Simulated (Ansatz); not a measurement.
# Calculations on CH₄BN

### Relaxation

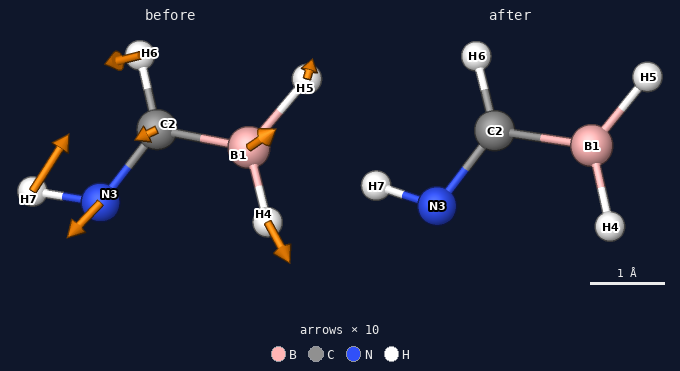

The structure of CH₄BN before (left) and after (right) a relaxation, at one scale. The orange arrows give the displacements, magnified 10 times.

A ball-and-stick model, seen at a tilt.

The run prepares an end point of a later path (torsion) calculation, from a guessed geometry.

Method: Ansatz, RKS BLYP-D4/def2-SVP.

Input file:
```yaml
crystal:
  periodic: [false, false, false]
  atoms:
    - { symbol: B, position_ang: [-0.86, 0.3047, -0.6015] }
    - { symbol: C, position_ang: [0.3214, 0.0944, 0.3091] }
    - { symbol: "N", position_ang: [0.8489, -1.0556, 0.3222] }
    - { symbol: H, position_ang: [-1.2612, -0.5084, -1.295] }
    - { symbol: H, position_ang: [-1.4175, 1.4071, -0.6533] }
    - { symbol: H, position_ang: [0.7069, 0.9201, 0.9265] }
    - { symbol: H, position_ang: [1.7228, -1.2302, 0.9462] }
basis:
  gaussian: { orbitals: def2-SVP }
hamiltonian:
  xc: blyp
  dispersion: d4
relax:
  f_tol: 0.015
  max_steps: 40
output:
  orbitals: {}
```

Run as
```bash
ansatz run input.yaml --threads 1 --pin off --max-ram 2048MiB --backend cpu --events-out ev --progress --plain --runs-dir out
```

### Summarise the run.

The largest move after the best rigid fit is that of H7, 0.094 Å. Largest moves by element: H 0.094 Å, N 0.068 Å, B 0.054 Å, C 0.035 Å. Among the contacts that change: B1–C2 1.506 → 1.575 Å, B1–H4 1.142 → 1.210 Å, N3–H7 1.088 → 1.043 Å, C2–N3 1.265 → 1.299 Å. Bond angles that change, for instance: C2–N3–H7 119.1° → 110.3°, C2–B1–H4 122.9° → 119.0°, H4–B1–H5 116.8° → 120.6°. After 5 accepted moves (6 points after the start) the energy has fallen by 0.269 eV. Largest force component: 2.9 eV/Å at the start, 0.0054 eV/Å at the end. The line search rejected the trial step at point 2 of the run. Cost: 12 s on 1 thread of Arm Neoverse V1 (shared host), peak memory 0.12 GiB.

### Relaxation

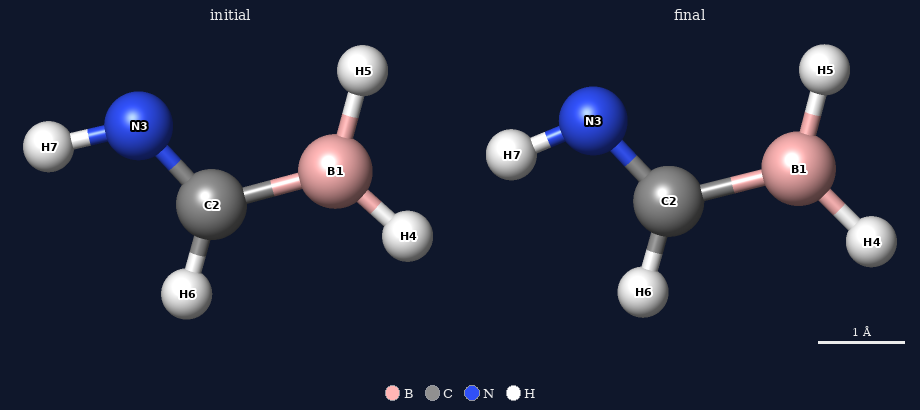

The structure of CH4BN before (left) and after (right) a relaxation, at one scale.

A ball-and-stick model, seen face on.

The run prepares an end point of a later path (torsion) calculation, from a guessed geometry.

The calculation used RKS BLYP-D4/def2-SVP in Ansatz.

Input
```yaml
crystal:
  periodic: [false, false, false]
  atoms:
    - { symbol: B, position_ang: [-0.86, 0.3047, -0.6015] }
    - { symbol: C, position_ang: [0.3214, 0.0944, 0.3091] }
    - { symbol: "N", position_ang: [0.70707, 1.08185, 0.99985] }
    - { symbol: H, position_ang: [-1.2612, -0.5084, -1.295] }
    - { symbol: H, position_ang: [-1.4175, 1.4071, -0.6533] }
    - { symbol: H, position_ang: [0.81473, -0.88774, 0.36909] }
    - { symbol: H, position_ang: [1.53812, 0.95295, 1.68999] }
basis:
  gaussian: { orbitals: def2-SVP }
hamiltonian:
  xc: blyp
  dispersion: d4
relax:
  f_tol: 0.015
  max_steps: 40
output:
  orbitals: {}
```

Command:
```bash
ansatz run input.yaml --threads 1 --pin off --max-ram 2048MiB --backend cpu --events-out ev --progress --plain --runs-dir out
```

### Summarise the run.

The energy falls by 0.279 eV in 6 geometry steps. Largest force component: 2.3 eV/Å at the start, 0.01 eV/Å at the end. The atom that moves furthest after the best rigid fit is H7 (0.10 Å). By element the largest moves are H 0.10 Å, N 0.09 Å, B 0.05 Å, C 0.05 Å. Near-neighbour distances that change, for instance: B1–H4 1.142 → 1.214 Å, B1–C2 1.506 → 1.575 Å, N3–H7 1.088 → 1.043 Å, C2–N3 1.265 → 1.300 Å. Among the angles between lasting bonds that change: C2–N3–H7 119.1° → 110.3°, H4–B1–H5 116.8° → 120.6°, C2–B1–H4 122.9° → 120.4°. Cost: 12 s on 1 thread of Arm Neoverse V1 (shared host), peak memory 0.12 GiB.

### Path

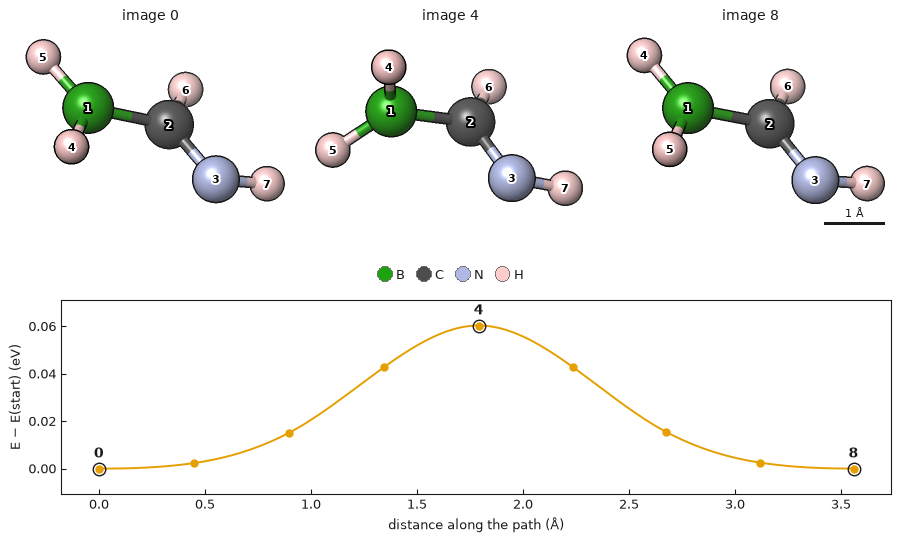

A search for the minimum-energy path of CH4BN by the nudged elastic band. Images are numbered from 0 (start) to 8 (end). The picture is a ball-and-stick view, seen from a free direction.

These are results of RKS BLYP-D4/def2-SVP in Ansatz, not measurements. Set-up: 7 movable images; climbing image; force threshold 0.05 eV/Å; iteration limit 60; starting path through a guess of the saddle point.

Describe the mechanism and the energy profile.

Answer. The two ends have the same energy, and the highest point, image 4, lies 0.060 eV above the start. The motion is a rotation about the B1–C2 bond by about 180°. No bond forms or breaks between the ends. Bond angles that change up to the highest image, for instance: B1–C2–N3 118.7° → 109.2°, B1–C2–H6 120.0° → 126.0°. The band converged in 13 iterations. The largest component of the band force went from 40 to 0.036 eV/Å. The climbing image converged on the top of the path. Its vibrational analysis gives one imaginary mode (198i cm⁻¹), as a transition state must have.

The run took 110 s on 1 thread of Arm Neoverse V1 (shared host), peak memory 0.11 GiB.
